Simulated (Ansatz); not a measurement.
Consider Zn5Se3S2.

Input file:

```
crystal:
  lattice:
    - [-1.9864217663, 1.9864217663, 14.0318433645]
    - [1.9864217663, -1.9864217663, 14.0318433645]
    - [1.9864217663, 1.9864217663, -14.0318433645]
  atoms:
    - { symbol: Zn, position: [0.6977890138, 0.6977890138, 0.0] }
    - { symbol: Zn, position: [0.0935223357, 0.0935223357, 0.0] }
    - { symbol: Zn, position: [0.5, 0.5, 0.0] }
    - { symbol: Zn, position: [0.9064776643, 0.9064776643, 0.0] }
    - { symbol: Zn, position: [0.3022109862, 0.3022109862, 0.0] }
    - { symbol: Se, position: [0.145693061, 0.645693061, 0.5] }
    - { symbol: Se, position: [0.354306939, 0.854306939, 0.5] }
    - { symbol: Se, position: [0.75, 0.25, 0.5] }
    - { symbol: S, position: [0.5467408336, 0.0467408336, 0.5] }
    - { symbol: S, position: [0.9532591664, 0.4532591664, 0.5] }
basis:
  ecutwfc: 500
kpoints:
  mp_grid: { grid: [10, 10, 10] }
  band_path:
    path:
      - [[0.0, 0.0, 0.0], [0.0, 0.0, 0.5], [0.25, 0.25, 0.25], [0.0, 0.5, 0.0], [0.0, 0.0, 0.0], [0.5, 0.5, -0.5], [0.25501018, 0.74498982, -0.25501018]]
      - [[-0.25501018, 0.25501018, 0.25501018], [0.0, 0.0, 0.0]]
      - [[0.0, 0.0, 0.5], [-0.01002036, 0.01002036, 0.5]]
      - [[0.5, 0.5, -0.01002036], [0.5, 0.5, -0.5]]
    npoints: 14
hamiltonian:
  xc: r2scan
scf:
  occupations: { method: gaussian, width: 0.02 }
  n_extra_bands: 25
output:
  forces: true
  stress: true
  eigenvalues: true
  populations: true
  dos: { projected: true, de: 0.02, nscf_kmesh: { grid: [15, 15, 15] } }
  bader: true
  write_density: true
  write_potential: true
  elf: true
  volumetric_format: npy
```

Run with:

```sh
ansatz run input.yaml --threads 4 --pin off --max-ram 8192MiB --backend cpu --events-out ev --progress --plain --runs-dir out
```

Below, planes, directions and counts refer to the conventional cell (a = 3.97 Å, b = 3.97 Å, c = 28.06 Å, α = 90.00°, β = 90.00°, γ = 90.00°).

Space group I-4m2; a structure generated by program, which may or may not match a known phase; computed pressure about −2 GPa in this cell.

The calculation used DFT r2SCAN, scalar-relativistic, plane waves, PAW (Ansatz).

Q: What will maps of the valence pseudo-density and electron localisation function show?

A: Zn–S (2.38 Å): the density is about 0.48 e/Å³ at the midpoint; the ELF peaks at about 0.90 in the valence shell of S, 0.8 Å from its nucleus, and is about 0.60 at the midpoint.
Zn–Se (2.47 Å): the density is about 0.46 e/Å³ at the midpoint; the ELF is about 0.60 at the midpoint.
Bader's partition of the density gives Zn +0.84 to +0.97, Se −0.84 and S −0.97 e.

Q: Which way does charge flow, and how much by Bader's partition?

A: Electrons move from Zn towards Se and S. Bader charges: Zn +0.84 to +0.97, Se −0.84 and S −0.97 e.

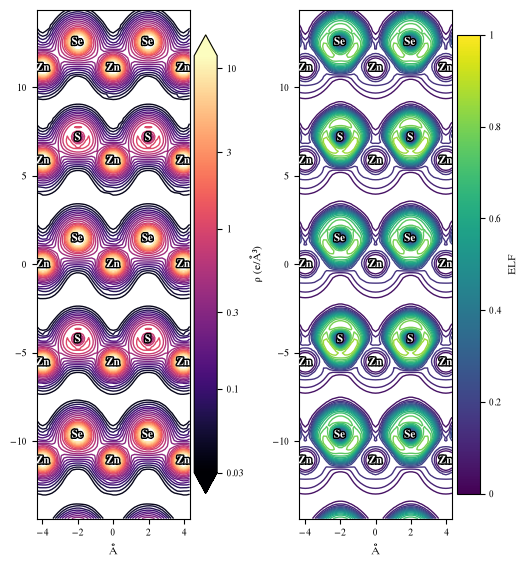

Computed valence pseudo-density and electron localisation function on the (010) plane of the conventional cell, in this order. 

In a PAW calculation such maps are meaningful between the atoms, not at the nuclei.
